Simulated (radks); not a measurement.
The krypton ion Kr⁺; electrons: [Ar] 3d10 4s2 4p5 (high spin). Level of theory: non-relativistic Kohn-Sham, PBEsol, spin-polarised, spherical densities, point nucleus. Computed with the in-house radial solver radks.

```
Z 36
configuration [Ar] 3d10 4s2 4p3 4p2
relativity non-relativistic
functional pbe_sol,pbe_sol
spin polarised
nucleus point
```

The run was one of a batch (task.json lists them), launched with:
```bash
python run_ks.py task.json out
```

Wanted: the number of electrons inside radius r (solid) and the radial density 4πr²ρ (dashed).

The count levels off at 35 electrons. Half of them lie within 0.464 bohr, 90 % within 1.67 bohr and 99 % within 3.02 bohr. The radial density has minima at 0.0618 and 0.278 bohr, where the count stands at 2.1 and 11.1; these part the shells that the density resolves.

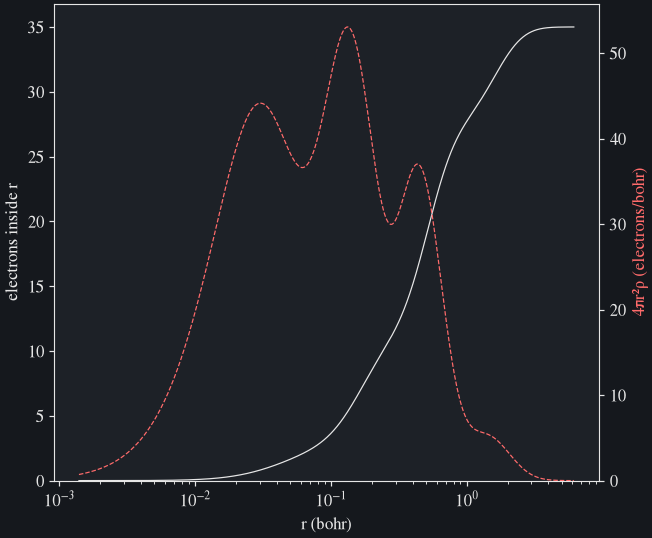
